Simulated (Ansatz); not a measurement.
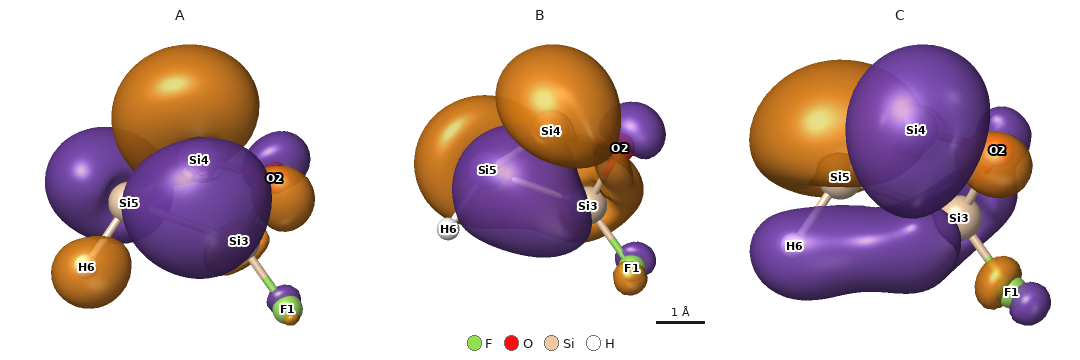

The picture shows: FHOSi$_{3}$. Three frontier orbitals at ±0.08 Å⁻³ᐟ² (orange and purple are the two phases), in no order.

Geometry: B3LYP-D3(BJ)/def2-SVP.

Level of theory: isolated molecule in a Gaussian basis; Kohn-Sham density functional theory, functional PBE0 (Ansatz).

The calculation's input:

```
crystal:
  periodic: [false, false, false]
  atoms:
    - symbol: F
      position_ang: [-2.446026, 0.731259, -3.513928]
    - symbol: O
      position_ang: [-2.952564, 2.712856, -1.738698]
    - symbol: Si
      position_ang: [-2.057231, 1.334680, -2.062653]
    - symbol: Si
      position_ang: [-1.574278, 3.672769, -1.250109]
    - symbol: Si
      position_ang: [-0.384470, 1.638949, -0.590958]
    - symbol: H
      position_ang: [0.861537, 1.270063, -1.359188]
basis:
  gaussian:
    orbitals: def2-TZVPD
output:
  forces: true
  orbitals: {seedname: orbitals}
hamiltonian:
  xc: pbe0
```

Command:

```sh
ansatz run input.yaml --threads 1 --pin off --max-ram 2610MiB --events-out events.jsonl --progress --plain --runs-dir runs
```

Order the three orbitals by energy and name them.

Answer. C is the HOMO−1 (−7.28 eV). Its weight (Hirshfeld) is mainly on Si5 (about 45 %), Si4 (about 30 %), Si3 (about 15 %) and H6 (about 5 %). B is the HOMO (−6.42 eV). By Hirshfeld shares it lies mainly on Si5 (about 35 %), Si4 (about 35 %), Si3 (about 20 %) and O2 (about 5 %). A is the LUMO (−2.69 eV). It lies mainly on Si4 (about 60 %), Si5 (about 20 %) and O2 (about 10 %).

What is the HOMO–LUMO gap?

Answer. 3.73 eV between the orbital energies.
